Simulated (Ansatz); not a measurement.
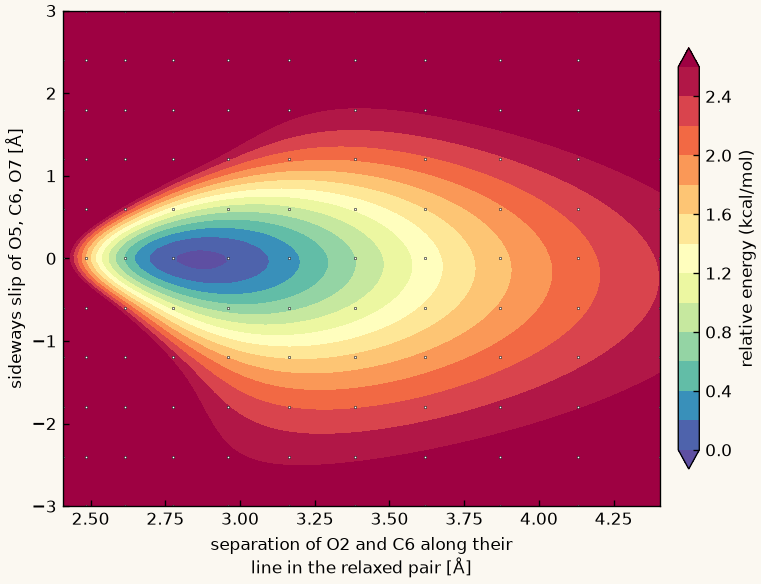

The pair CH₂O···CO₂. Coordinates scanned: (1) separation of O2 and C6 along their line in the relaxed pair; (2) sideways slip of O5, C6, O7. Nothing is relaxed (both partners rigid). The scan uses an 11 × 11 grid. Points are written as (first, second). All energies are given in kcal/mol relative to the lowest grid point. Method: RKS PBE-D4/def2-SVPD in Ansatz.

The picture shows filled contours, dots at the grid points, one colour for all values above the top of the scale. Between grid points the surface is interpolated.

Where is the minimum, and how stiff is the well along each coordinate?

The interpolated minimum is at the first coordinate ≈ 2.864 Å, sideways slip of O5, C6, O7 ≈ −0.01 Å. The curvatures there are about 0.59 eV/Å² and 0.29 eV/Å², with a cross term of about 0.03 eV/Å². Round the minimum the two coordinates are weakly coupled (coupling 0.07 in units of the two stiffnesses). (1 eV is 23.1 kcal/mol.)
